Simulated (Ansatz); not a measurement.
## k-point convergence of GW for MoS2 (P6_3/mmc)

Wanted: mesh convergence of the gap correction in MoS2 (P6_3/mmc).

Main program and level: Ansatz 0.2.0; G0W0 on PBE, plane waves, PAW.

The database entry behind the starting cell differs from later determinations by our own check (about 0.3 % long), so it need not match the best structure at ambient conditions.

### 1. Starting point

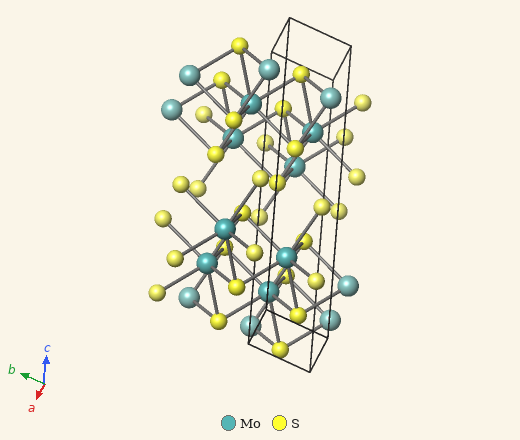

The starting structure, seen from a free direction (molybdenum teal, sulfur yellow). 2×2×1 cells are drawn. Some periodic images of atoms are drawn too.

The cell and positions come from the Crystallography Open Database and are kept as given unless a step says otherwise. The default PAW set here is soft_2. Its files were made with PBE.

### 2. The 6×6×1 mesh

G0W0 replaces the xc potential by the self-energy, built once from these orbitals. Only a window of levels is corrected, while the sums run over the empty bands that the input names.

The input, input.yaml:

```yaml
crystal:
  lattice:
    - [3.169, 0.0, 0.0]
    - [-1.5845, 2.7444345046, 0.0]
    - [0.0, 0.0, 12.324]
  atoms:
    - { symbol: Mo, position: [0.3333333333, 0.6666666667, 0.25] }
    - { symbol: Mo, position: [0.6666666667, 0.3333333333, 0.75] }
    - { symbol: S, position: [0.3333333333, 0.6666666667, 0.623] }
    - { symbol: S, position: [0.6666666667, 0.3333333333, 0.123] }
    - { symbol: S, position: [0.3333333333, 0.6666666667, 0.877] }
    - { symbol: S, position: [0.6666666667, 0.3333333333, 0.377] }
kpoints:
  mp_grid: { grid: [6, 6, 1] }
hamiltonian:
  xc: pbe
scf:
  occupations: { method: fixed }
gw:
  n_empty_bands: 243
  ecut_chi: 100
  qp_bands: [v2, c2]
  qp_kpoints: band_edges
  screening: { model: contour_deformation }
```

Started as:

```console
ansatz run input.yaml --threads 3 --pin off --max-ram 92160MiB --backend cuda --events-out ev --progress --plain --runs-dir out --devices 1 --max-vram 13GiB
```

Numbers of over 12 decimals in the logs are rounded to 6 here.

Log:

```text
GPUs: using 1 of 1 available (devices: 1).
Engine: ansatz 0.2.0, x86_64-unknown-linux-gnu
Pseudopotentials: kind: paw
Pseudopotential: Mo, paw, valence charge 14, recommended cutoff 420 eV (normal), Mo.paw.azcp
Pseudopotential: S, paw, valence charge 6, recommended cutoff 420 eV (normal), S.paw.azcp
Functional definition: PBE
  parameter kappa = 0.804
  parameter beta = 0.066725
  exchange = pbe_x(kappa = kappa, mu = beta*pi^2/3)
  correlation = pbe_c(beta = beta)
device memory: the entry about to start is reckoned to put 1.6 GiB on a device that reports 56.8 GiB free (of which the cap on the GPU budget leaves the run 13.0 GiB)
GPU FFT provider: cuFFT
GPU libraries: cuBLAS 13.8.2, cuFFT 12.4.0, cuSOLVER 12.3.4
Crystal: 6 atoms, lattice volume = 107.183 Å³
Basis set: ecut = 420 eV, 2081 PW (Γ)
Bands: 32, of which v1, the nominal top of the filled ones, is band 26 counted from 1 (25 counted from 0)
Symmetry: 24 space group operations
Space group: P63/mmc (ITA 194), of the structure as read, at distance tolerance 4.8e-5 Å
k-points: 7 of 36
Non-local potential: Mo, projectors of the file, l = 0: 3, l = 1: 2, l = 2: 2, l = 3: 1
Non-local potential: S, projectors of the file, l = 0: 2, l = 1: 2, l = 2: 2
PAW form: soft (Blöchl's): semilocal exchange-correlation on the pseudo side does not see the compensation charge
PAW one-centre angular grid: Mo, 590 points (default); XC on 64 Gauss nodes
PAW one-centre angular grid: S, 110 points (default); XC on 64 Gauss nodes
Initial density: superposition of atomic densities (neutral atoms: chi_scale 0, normalization atom), corrected by the library's trained network
Initial wavefunctions: pseudopotential atomic-orbital guess
GPU buffer pool allocated for 51840 grid points (all kernels)
GPU transforms: local potential and band sums: pruned to the plane-wave sphere, on 24×24×81
Functional: x = pbe(κ = 0.804, μ = 0.219515), c = pbe(β = 0.066725)
SCF iter   1: F=—  HF=-13525.497941 eV  |F-HF|=—  |Δ(HF+E_count)|=         —  Δρ=5.43e-3  dr2=7.48e-3  ethr=1.77e-3  ⟨swp⟩=5.0  Hψ=816  notcnv=0  defer=21
preconditioner: auto → Resta (q_TF=auto, 2.418 Å⁻¹)  ε∞=8.7  [insulator: Δε(μ)=0.887 eV  Ē_g=7.754 eV  n_scr=26 (ndim 8)  ℏωp=21.5 eV  f_vac=0.016  ε∞_Penn≈8.7]
SCF iter   2: F=—  HF=-13525.506917 eV  |F-HF|=—  |Δ(HF+E_count)|=   8.98e-3  Δρ=3.11e-3  dr2=2.34e-3  ethr=1.44e-5  ⟨swp⟩=2.0  Hψ=420  notcnv=0  defer=28
SCF iter   3: F=—  HF=-13525.511716 eV  |F-HF|=—  |Δ(HF+E_count)|=   4.80e-3  Δρ=6.36e-4  dr2=9.33e-4  ethr=4.49e-6  ⟨swp⟩=2.0  Hψ=340  notcnv=0  defer=28
SCF iter   4: F=—  HF=-13525.511633 eV  |F-HF|=—  |Δ(HF+E_count)|=   8.31e-5  Δρ=1.14e-4  dr2=8.20e-6  ethr=1.79e-6  ⟨swp⟩=2.0  Hψ=292  notcnv=0  defer=15
SCF iter   5: F=—  HF=-13525.511645 eV  |F-HF|=—  |Δ(HF+E_count)|=   1.22e-5  Δρ=4.73e-5  dr2=1.77e-6  ethr=1.58e-8  ⟨swp⟩=2.0  Hψ=324  notcnv=0  defer=8
SCF iter   6: F=—  HF=-13525.511647 eV  |F-HF|=—  |Δ(HF+E_count)|=   2.56e-6  Δρ=1.01e-5  dr2=2.69e-7  ethr=3.40e-9  ⟨swp⟩=2.0  Hψ=332  notcnv=0  defer=8
SCF iter   7: F=-13525.511648 eV  HF=-13525.511648 eV  |F-HF|=1.67e-9  |Δ(HF+E_count)|=   1.30e-7  Δρ=3.00e-6  dr2=1.73e-8  ethr=1.92e-10  ⟨swp⟩=8.1  Hψ=710  notcnv=0
SCF 1 converged in 7 iterations: F = -13525.511648 eV  dr2 = 1.73e-8
[...]
device memory: the entry about to start is reckoned to put 2.2 GiB on a device that reports 57.4 GiB free (of which the cap on the GPU budget leaves the run 13.0 GiB)
NSCF: frozen V_eff on 7 k-points
[...]
device memory: the entry about to start is reckoned to put 4.1 GiB on a device that reports 57.4 GiB free (of which the cap on the GPU budget leaves the run 13.0 GiB)
NSCF: frozen V_eff on 7 k-points
G₀W₀ screening: q 1/7
[... further progress lines ...]
device memory: the entry about to start is reckoned to put 0.5 GiB on a device that reports 52.0 GiB free (of which the cap on the GPU budget leaves the run 13.0 GiB)
NSCF: frozen V_eff on 1 k-points
device memory: the entry about to start is reckoned to put 0.5 GiB on a device that reports 52.0 GiB free (of which the cap on the GPU budget leaves the run 13.0 GiB)
NSCF: frozen V_eff on 1 k-points
device memory: the entry about to start is reckoned to put 0.5 GiB on a device that reports 52.0 GiB free (of which the cap on the GPU budget leaves the run 13.0 GiB)
NSCF: frozen V_eff on 1 k-points
SCF converged after 7 iterations
Free energy (F): -13525.511648 eV
Harris-Foulkes:  -13525.511648 eV  (|F-HF|=1.67e-9)
Internal energy: -13525.511648 eV  (E = F + TS)
E sigma→0 (E₀):  -13525.511648 eV
Fermi energy:    10.899072 eV
--- Per-component energies (eV) ---
  E_band       = -312.295085
  E_kinetic    = 1312.254226
  E_local      = -3923.380517  (includes V_loc(G=0)·N_el)
  E_nonlocal   = 398.361483
  E_hartree    = 1508.702895
  E_xc         = -757.176768
  E_vxc        = -810.254358  (∫ρ·V_xc dr)
  E_paw        = -8803.056604  (= ΣΔE_a)
  E_vpaw       = -306.675554  (= ΣTr[D̂ρ^β])
  E_aug_tail   = 0.000083  (compensation charges beyond the density's cutoff)
  E_ewald      = -3261.216446
  E_smearing   = -0.000000  (= −TS)
  E_closure    = 0.000000  (closes the sum)
  Σ components = -13525.511648   (vs F -13525.511648, Δ=0.00e0)
--- Band table (eV; the first three rows and the last of 7) ---
  k-point 0: bands = [... 22 lower, 8.7697, 9.7157, 9.7513, 10.8991, 12.9974, 12.9974, 13.0255, 13.0255, ... 2 higher]
  k-point 1: bands = [... 22 lower, 8.8435, 9.7116, 9.7365, 10.1280, 12.3877, 12.7517, 12.7615, 12.9553, ... 2 higher]
  k-point 2: bands = [... 22 lower, 8.8592, 8.9443, 9.1013, 9.3574, 12.2885, 12.3873, 12.5432, 13.0000, ... 2 higher]
  k-point 6: bands = [... 22 lower, 8.2054, 8.2054, 10.1311, 10.2930, 11.9456, 11.9456, 12.7412, 13.7312, ... 2 higher]
--- G₀W₀: contour deformation, 7 samples at zero and on the imaginary axis and 1 off it, 36 q-points, 243 empty bands' worth ---
  eigenvalues of the whole cell's RPA ε∞ on this k-mesh (on a slab, of 1 + 4πα/V) = 6.8847, 15.2859, 15.2859; static W/v taken at q = 0 is 0.089175
  gw.qp_kpoints: band_edges: 7 of 7 stored k-points solved, in 1 pass; an edge of the gap read off the rows below is read off those points alone
    ik  band        ε_KS         Σx   Σc(E_QP)       V_xc       Z   E_QP_lin       E_QP  E_QP is
     0    25      9.7513   -18.7097     1.1612   -17.5851  0.7319     9.7879     9.7880  root
     0    26     10.8991   -19.7228     0.6440   -19.1810  0.7386    11.0013    11.0014  root
     0    27     12.9974   -13.7980    -4.1972   -18.5163  0.7404    13.5244    13.5184  root
     0    28     12.9974   -13.7980    -4.1972   -18.5163  0.7404    13.5244    13.5184  root
     1    25      9.7365   -18.6290     2.1595   -16.2170  0.7450     9.4830     9.4841  root
     1    26     10.1280   -19.3933     1.0289   -18.4300  0.7369    10.1935    10.1936  root
     1    27     12.3877   -13.5152    -4.0405   -17.9870  0.7393    12.8227    12.8190  root
     1    28     12.7517   -14.0844    -4.0202   -18.5678  0.7311    13.2198    13.2148  root
     2    25      9.1013   -18.5486     1.4613   -17.0846  0.7287     9.0987     9.0987  root
     2    26      9.3574   -19.0336     1.3923   -17.6668  0.7314     9.3829     9.3829  root
     2    27     12.2885   -14.1863    -4.2651   -18.9534  0.7353    12.7959    12.7905  root
     2    28     12.3873   -15.3266    -4.2289   -20.1316  0.7308    12.9707    12.9634  root
     3    25      9.4994   -17.6830     1.4657   -16.0745  0.7462     9.3561     9.3565  root
     3    26      9.6238   -18.3864     1.3473   -16.9849  0.7419     9.5696     9.5696  root
[...]
5    28     12.6480   -16.2050    -4.3408   -21.1379  0.7210    13.2492    13.2400  root
     6    25     10.1311   -19.0986     0.6161   -18.6104  0.7397    10.2588    10.2590  root
     6    26     10.2930   -19.5234     0.5768   -19.1027  0.7393    10.4488    10.4491  root
     6    27     11.9456   -16.1275    -3.8460   -20.5463  0.7346    12.5241    12.5183  root
     6    28     11.9456   -16.1275    -3.8460   -20.5463  0.7346    12.5241    12.5183  root
```

Run time: 11 s. Hardware: 1 × NVIDIA H100 80GB HBM3 (shared by 6 runs) with 3 threads of AMD EPYC 7R13 (Zen 3), shared host; peak memory 1.2 GiB; 11 s of CPU time.

In the SCF lines HF is the Harris–Foulkes energy and dr2 the Hartree energy of the density residual, in eV; the loop may stop once dr2 is under the threshold and the program's other checks hold. Hψ counts applications of the Hamiltonian.

This step gave:

| Quantity | Value |
| --- | --- |
| bands summed | 269 |
| RPA ε∞ on this mesh (eigenvalues) | 6.885, 15.29, 15.29 |
| plane waves in the screening matrix | 255 |
| q-points in the mesh | 36 |
| G0W0 gap on the mesh | 1.205 eV |
| k of the valence top | 0, 0, 0 |
| k of the conduction bottom | 0.1667, 0.1667, 0 |
| starting gap on the mesh | 0.8852 eV |
| Z at the valence top | 0.7386 |
| Z at the conduction bottom | 0.7479 |
| least direct G0W0 gap on the computed points | 2.069 eV |

The gap on the mesh goes from 0.89 eV to 1.20 eV, a correction of +0.32 eV. Between the two edge states, bare exchange in place of the xc potential would open the gap by 4.78 eV, and correlation takes back 4.46 eV.

### 3. The 6×6×2 mesh

A second mesh at equal bands and cutoff isolates the sampling error.

input.yaml: that of step 2 with these lines changed.

```diff
@@ -13,3 +13,3 @@
 kpoints:
-  mp_grid: { grid: [6, 6, 1] }
+  mp_grid: { grid: [6, 6, 2] }
 hamiltonian:
```

Log:

```text
GPUs: using 1 of 1 available (devices: 1).
[...]
GPU FFT provider: cuFFT
GPU libraries: cuBLAS 13.8.2, cuFFT 12.4.0, cuSOLVER 12.3.4
Crystal: 6 atoms, lattice volume = 107.183 Å³
Basis set: ecut = 420 eV, 2081 PW (Γ)
Bands: 32, of which v1, the nominal top of the filled ones, is band 26 counted from 1 (25 counted from 0)
[... 1 set-up line as in the run before ...]
[...]
k-points: 14 of 72
[...]
GPU buffer pool allocated for 51840 grid points (all kernels)
[...]
SCF iter   1: F=—  HF=-13525.526697 eV  |F-HF|=—  |Δ(HF+E_count)|=         —  Δρ=5.46e-3  dr2=7.41e-3  ethr=1.77e-3  ⟨swp⟩=5.0  Hψ=1664  notcnv=0  defer=42
[...]
SCF iter   7: F=-13525.540647 eV  HF=-13525.540647 eV  |F-HF|=7.09e-10  |Δ(HF+E_count)|=   5.96e-8  Δρ=2.23e-6  dr2=6.40e-9  ethr=1.92e-10  ⟨swp⟩=4.9  Hψ=1310  notcnv=0
SCF 1 converged in 7 iterations: F = -13525.540647 eV  dr2 = 6.40e-9
[...]
0    25      9.7496   -18.6978     1.1475   -17.5874  0.7316     9.7866     9.7867  root
     0    26     10.8968   -19.7402     0.6610   -19.1818  0.7392    10.9992    10.9994  root
     0    27     12.9944   -13.7864    -4.2040   -18.5169  0.7404    13.5267    13.5209  root
     0    28     12.9944   -13.7864    -4.2040   -18.5169  0.7404    13.5267    13.5209  root
     1    25     10.6302   -19.4298     0.9234   -18.5535  0.7406    10.6773    10.6773  root
     1    26     10.6302   -19.4298     0.9234   -18.5535  0.7406    10.6773    10.6773  root
     1    27     12.9998   -13.7331    -4.1993   -18.4521  0.7402    13.5253    13.5195  root
     1    28     12.9998   -13.7331    -4.1993   -18.4521  0.7402    13.5253    13.5195  root
[...]
13    25     10.2018   -19.2682     0.5936   -18.8105  0.7397    10.3374    10.3377  root
    13    26     10.2018   -19.2682     0.5936   -18.8105  0.7397    10.3374    10.3377  root
    13    27     11.9456   -16.1207    -3.8432   -20.5422  0.7348    12.5297    12.5239  root
    13    28     11.9456   -16.1207    -3.8432   -20.5422  0.7348    12.5297    12.5239  root
[key lines of the parts left out:]
SCF converged after 7 iterations
Free energy (F): -13525.540647 eV
Fermi energy:    10.896774 eV
```

Elapsed: 19 s, on 1 × NVIDIA H100 80GB HBM3 (shared by 6 runs) with 3 threads; peak memory 1.3 GiB.

Numbers from this step:

| Property | Result |
| --- | --- |
| bands summed | 269 |
| RPA ε∞ on this mesh (eigenvalues) | 6.249, 15.26, 15.26 |
| plane waves in the screening matrix | 255 |
| q-points in the mesh | 72 |
| G0W0 gap on the mesh | 1.207 eV |
| k of the valence top | 0, 0, 0 |
| k of the conduction bottom | 0.1667, 0.1667, 0 |
| starting gap on the mesh | 0.8857 eV |
| Z at the valence top | 0.7392 |
| Z at the conduction bottom | 0.7492 |
| least direct G0W0 gap on the computed points | 2.079 eV |

Against the run with 6×6×1 mesh, 243 empty bands, screening to 100 eV, the gap moves by +0.002 eV.

### 4. The 9×9×2 mesh

input.yaml: that of step 3 with these lines changed.

```diff
@@ -13,3 +13,3 @@
 kpoints:
-  mp_grid: { grid: [6, 6, 2] }
+  mp_grid: { grid: [9, 9, 2] }
 hamiltonian:
```

Log:

```text
GPUs: using 1 of 1 available (devices: 1).
[...]
GPU FFT provider: cuFFT
GPU libraries: cuBLAS 13.8.2, cuFFT 12.4.0, cuSOLVER 12.3.4
Crystal: 6 atoms, lattice volume = 107.183 Å³
Basis set: ecut = 420 eV, 2081 PW (Γ)
Bands: 32, of which v1, the nominal top of the filled ones, is band 26 counted from 1 (25 counted from 0)
[... 1 set-up line as in the run before ...]
[...]
k-points: 24 of 162
[...]
1    28     12.9999   -13.7516    -4.1826   -18.4520  0.7410    13.5230    13.5176  root
[...]
23    25     10.2004   -19.1763     0.5120   -18.8106  0.7412    10.3465    10.3468  root
    23    26     10.2004   -19.1763     0.5120   -18.8106  0.7412    10.3465    10.3468  root
    23    27     11.9460   -16.2136    -3.7565   -20.5425  0.7366    12.5235    12.5184  root
    23    28     11.9460   -16.2136    -3.7565   -20.5425  0.7366    12.5235    12.5184  root
[key lines of the parts left out:]
SCF converged after 6 iterations
Free energy (F): -13525.540966 eV
Fermi energy:    10.897332 eV
```

Run time: 59 s. Hardware: 1 × NVIDIA H100 80GB HBM3 (shared by 6 runs) with 3 threads; peak memory 1.6 GiB; 95 s of CPU time.

Numbers from this step:

- bands summed: 269
- RPA ε∞ on this mesh (eigenvalues): 6.224, 14.92, 14.92
- plane waves in the screening matrix: 255
- G0W0 gap on the mesh: 1.293 eV
- k of the valence top: 0, 0, 0
- k of the conduction bottom: 0.1111, 0.2222, 0
- starting gap on the mesh: 0.9596 eV
- least direct G0W0 gap on the computed points: 2.065 eV

Against the run with 6×6×2 mesh, 243 empty bands, screening to 100 eV, the gap moves by +0.09 eV, while the start moved by +0.07 eV. A band edge is found at another k point on this mesh.

### 5. The 12×12×2 mesh

input.yaml: that of step 4 with these lines changed.

```diff
@@ -13,3 +13,3 @@
 kpoints:
-  mp_grid: { grid: [9, 9, 2] }
+  mp_grid: { grid: [12, 12, 2] }
 hamiltonian:
```

Log:

```text
GPUs: using 1 of 1 available (devices: 1).
[...]
GPU FFT provider: cuFFT
GPU libraries: cuBLAS 13.8.2, cuFFT 12.4.0, cuSOLVER 12.3.4
Crystal: 6 atoms, lattice volume = 107.183 Å³
Basis set: ecut = 420 eV, 2081 PW (Γ)
Bands: 32, of which v1, the nominal top of the filled ones, is band 26 counted from 1 (25 counted from 0)
[... 1 set-up line as in the run before ...]
[...]
k-points: 38 of 288
[...]
1    28     12.9999   -13.7585    -4.1763   -18.4520  0.7410    13.5224    13.5170  root
[...]
37    25     10.2004   -19.1500     0.4887   -18.8106  0.7415    10.3494    10.3497  root
    37    26     10.2004   -19.1500     0.4887   -18.8106  0.7415    10.3494    10.3497  root
    37    27     11.9460   -16.2399    -3.7325   -20.5426  0.7369    12.5212    12.5162  root
    37    28     11.9460   -16.2399    -3.7325   -20.5426  0.7369    12.5212    12.5162  root
[key lines of the parts left out:]
SCF converged after 6 iterations
Free energy (F): -13525.541117 eV
Fermi energy:    10.897362 eV
```

Run time: 2.6 min. Hardware: 1 × NVIDIA H100 80GB HBM3 (shared by 6 runs) with 3 threads; peak memory 1.9 GiB; 4.3 min of CPU time.

Numbers from this step:

```
bands summed                                 : 269
RPA ε∞ on this mesh (eigenvalues)            : 6.223, 14.86, 14.86
plane waves in the screening matrix          : 255
G0W0 gap on the mesh                         : 1.202 eV
k of the valence top                         : 0, 0, 0
k of the conduction bottom                   : 0.1667, 0.1667, 0
starting gap on the mesh                     : 0.8845 eV
least direct G0W0 gap on the computed points : 2.060 eV
```

Against the run with 9×9×2 mesh, 243 empty bands, screening to 100 eV, the gap moves by −0.09 eV, while the start moved by −0.08 eV. A band edge is found at another k point on this mesh.

### 6. The meshes together

Times are wall times on 1 × NVIDIA H100 80GB HBM3 (shared by 6 runs) with 3 threads of AMD EPYC 7R13 (Zen 3), shared host, good to a factor of about two.

| mesh | points | irreducible | start (eV) | G0W0 (eV) | shift (eV) | RPA ε∞ (mean) | time |
| --- | --- | --- | --- | --- | --- | --- | --- |
| 6×6×1 | 36 | 7 | 0.885 | 1.205 | +0.319 | 12.49 | 11 s |
| 6×6×2 | 72 | 14 | 0.886 | 1.207 | +0.321 | 12.25 | 19 s |
| 9×9×2 | 162 | 24 | 0.960 | 1.293 | +0.333 | 12.02 | 59 s |
| 12×12×2 | 288 | 38 | 0.884 | 1.202 | +0.317 | 11.98 | 2.6 min |

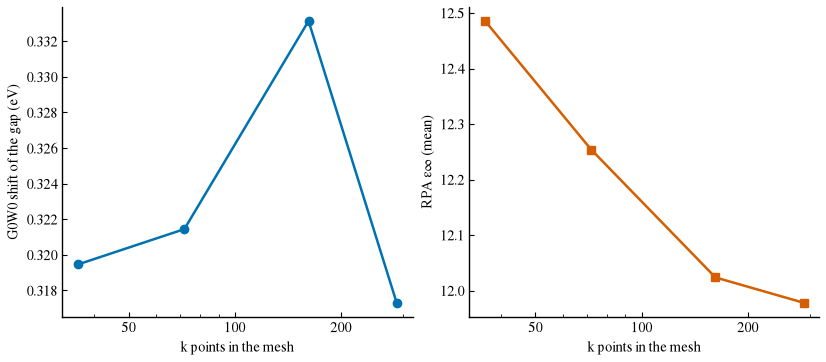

Shift and screening against the mesh.

### 7. Summary of results

```json
{
  "6×6×1": "1.205 eV (shift +0.319)",
  "6×6×2": "1.207 eV (shift +0.321)",
  "9×9×2": "1.293 eV (shift +0.333)",
  "12×12×2": "1.202 eV (shift +0.317)",
  "settings": "PBE start, 243 empty bands, 100 eV"
}
```

What this shows: The shift is +0.32 eV on 6×6×1 and +0.32 eV on 12×12×2. On 12×12×2 the edges lie at Γ and (0.167, 0.167, 0.000), on 9×9×2 at Γ and (0.111, 0.222, 0.000), so these two shifts belong to different pairs of states. The RPA ε∞ (mean) ranges from 11.98 to 12.49 and ends at 11.98. The starting gap changes too, by 0.08 eV, since the meshes hold different points and converge the density differently. From 36 to 288 points the time grows 14-fold. Bands and cutoff are modest here, so the values stand off the basis limit. The many-body steps are scalar-relativistic: spin-orbit coupling is not in them.

[Paths, hosts, dates, memory and timing lines, banners, echoed tables and standing remarks are left out of the program output.]

[Logs are printed without paths, hosts, clocks, repeated set-up lines and the standing remarks that a program may print on its own settings, such as how far it seeks lower states.]

[Runs of the session that timed out or met a known fault of the program may be left out.]

[Cells called generated may have been cut or substituted from an entry of the Crystallography Open Database or the Materials Project.]

[Hosts, paths, dates, database ids (printed as entryN), source tags and the programs' standing remarks are cut or masked in the printed files.]
